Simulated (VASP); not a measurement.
Band structure of Be4Se3Te (ordered alloy cell). Method: PBEsol GGA, VASP's PBE PAW potentials (set 64) (plane waves; VASP).

Unless said otherwise, spin-orbit coupling is left out, though it shifts the bands of the heavy elements here.

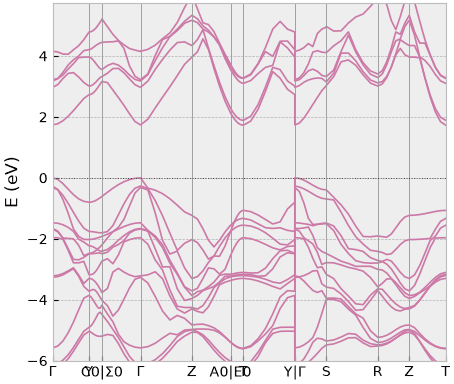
Figure. Bands along high-symmetry lines, zero at the valence-band maximum or, without a gap, the Fermi level

Q: Read the plot: is there a gap, and where are the band edges?

A: The gap is indirect, 1.73 eV, from the valence maximum at Γ to the conduction minimum at T. (Edges off the drawn lines would not show.)

The structure was generated: Be4Se3Te was put into an ordered model structure (Amm2), which need not be its known phase. It was relaxed first.
